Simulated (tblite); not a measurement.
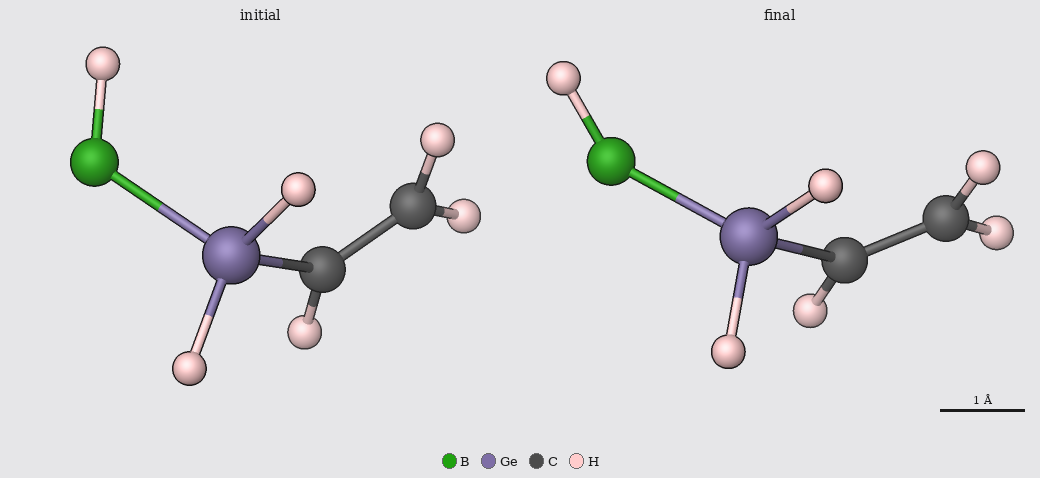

The structure of C2H6BGe (multiplicity 2) before (left) and after (right) a relaxation, at one scale.

Style: ball-and-stick. Shown at a tilt.

All numbers below come from GFN2-xTB geometry optimisation, gas phase (tblite 0.8.0). 

Question: Summarise the run.

Answer: The largest move after the best rigid fit is that of an H atom, 0.75 Å. Largest moves by element: H 0.75 Å, Ge 0.23 Å, C 0.21 Å, B 0.06 Å. Near-neighbour distances that change, for instance: B–Ge 2.045 → 1.945 Å, C–Ge 1.901 → 1.961 Å, Ge–H 1.544 → 1.510 Å, B–H 1.189 → 1.156 Å. Among the angles between lasting bonds that change: Ge–B–H 119.6° → 142.5°, B–Ge–H 107.6° → 120.1°, H–Ge–H 112.4° → 102.3°. Groups turn about B–Ge by about 30°. The energy falls by 6.46 kcal/mol in 77 geometry steps. The run took 0.23 s on 1 thread of Arm Neoverse V2, on a shared host.
